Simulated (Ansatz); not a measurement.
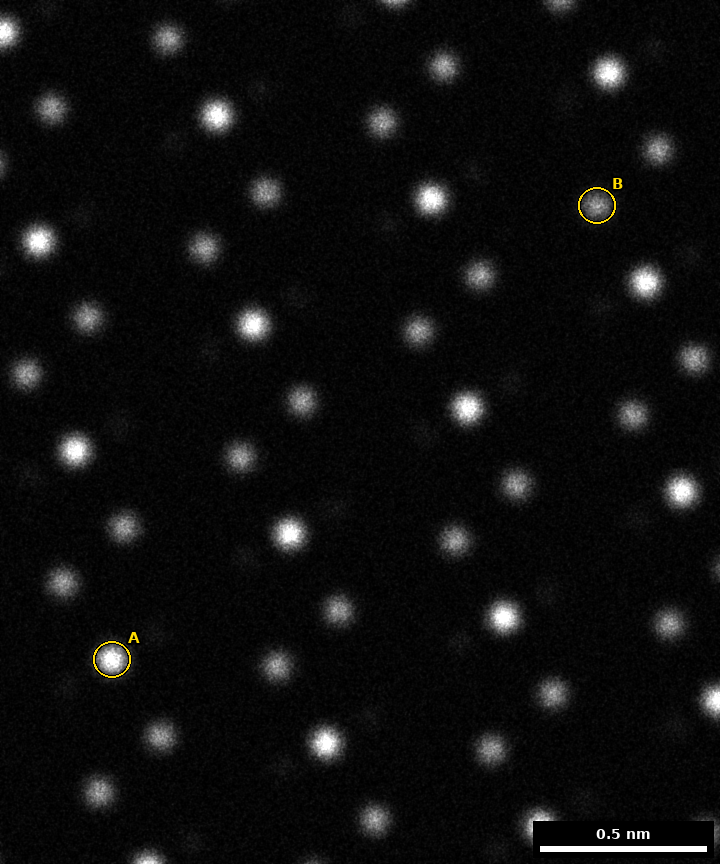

HAADF-like image of SnAs2H4N2 (C2/m, No. 12) along [010]. Simulation: incoherent imaging, intensity Z^1.6 per atom, probe width 0.67 Å, thin sample. Shot noise was added. Structure: coordinates from a relaxation with DFT, PAW plane waves, pbe (Ansatz 0.2.0); the starting structure was generated, so it need not be a known form of this composition.

```
CELL_PARAMETERS angstrom
13.18760 0.00000 0.00000
0.00000 3.20483 0.00000
-2.75472 0.00000 5.80402
ATOMIC_POSITIONS crystal
Sn 0.00000 0.00000 0.00000
As 0.91100 0.00000 0.52640
As 0.58900 0.50000 0.47360
N 0.61986 0.00000 0.02166
N 0.88014 0.50000 0.97834
H 0.63906 0.00000 0.88273
H 0.86094 0.50000 0.11727
H 0.69301 0.00000 0.17100
H 0.80699 0.50000 0.82900
Sn 0.50000 0.50000 0.00000
As 0.41100 0.50000 0.52640
As 0.08900 0.00000 0.47360
N 0.11986 0.50000 0.02166
N 0.38014 0.00000 0.97834
H 0.13906 0.50000 0.88273
H 0.36094 0.00000 0.11727
H 0.19301 0.50000 0.17100
H 0.30699 0.00000 0.82900
```

> Assign the marked columns.

A: Sn (1 Sn per 3.20 Å along the beam; the brightest kind). B: As (1 As per 3.20 Å along the beam; about 50 % of the brightest peak). Brightness is counted from the darkest point of the image.
